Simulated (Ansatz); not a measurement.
# C₄H₅F: basis-set convergence

Aim: see how fast density functionals converge with the basis set for C₄H₅F.

Program: Ansatz 0.2.0, Gaussian basis. Level of theory: one geometry, several basis sets. These are calculated values, not measurements.

The runs, in order: PBE0-D4/def2-SVP; ωB97M-V/def2-SVP; PBE0-D4/def2-QZVPP; ωB97M-V/def2-QZVPP; the functionals' def2-TZVPP values are taken from earlier runs.

### 1 Structure used throughout

All runs share one geometry, relaxed beforehand with PBE0-D4 in a triple-zeta def2 set.

10 atoms, charge 0, spin multiplicity 1.

Atoms are counted from 1 here; the program's logs count them from 0.

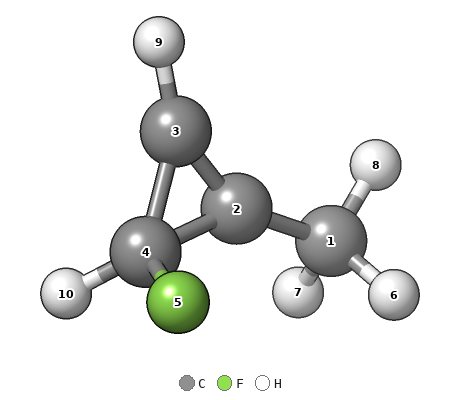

The geometry (carbon grey, fluorine green, hydrogen white); atoms are numbered from 1 in the order of the file.

### 2 PBE0-D4 in def2-SVP

in.yaml reads:

```yaml
crystal:
  periodic: [false, false, false]
  atoms:
    - {symbol: C, position_ang: [-1.192206, -0.809173, -0.353195]}
    - {symbol: C, position_ang: [0.037450, -0.146148, 0.097157]}
    - {symbol: C, position_ang: [1.007282, 0.004915, 0.953891]}
    - {symbol: C, position_ang: [0.991182, 0.926134, -0.174037]}
    - {symbol: F, position_ang: [0.583823, 2.241033, 0.043066]}
    - {symbol: H, position_ang: [-2.006090, -0.081539, -0.407082]}
    - {symbol: H, position_ang: [-1.059356, -1.215137, -1.359687]}
    - {symbol: H, position_ang: [-1.485459, -1.615728, 0.319940]}
    - {symbol: H, position_ang: [1.492901, -0.287549, 1.870524]}
    - {symbol: H, position_ang: [1.713674, 0.931892, -0.987678]}
basis:
  gaussian: {orbitals: def2-SVP}
hamiltonian: {xc: pbe0, dispersion: d4}
output: {orbitals: {seedname: orbitals}}
```

Launch:

```
$ ansatz run in.yaml --threads 2 --pin off --events-out ev --progress --plain --max-ram 4352MiB
```

Further steps of the session: ωB97M-V in def2-SVP; PBE0-D4 in def2-QZVPP; ωB97M-V in def2-QZVPP.

Before running them: what should the planned runs give, taken together? Wanted: PBE0-D4: double and triple zeta above quadruple; ωB97M-V: double and triple zeta above quadruple.

As calculated:

| quantity | value |
| --- | --- |
| PBE0-D4: double and triple zeta above quadruple | 8.30, 0.38 eV |
| ωB97M-V: double and triple zeta above quadruple | 8.58, 0.36 eV |

What this shows: PBE0-D4 gains 7.92 eV from double to triple zeta, then 0.38 eV more. Total energies overstate the basis error of differences, where much of it tends to cancel. The LUMO of ωB97M-V is positive and keeps falling with the basis (2.51 to 1.84 eV): an unbound level that the basis holds in place.
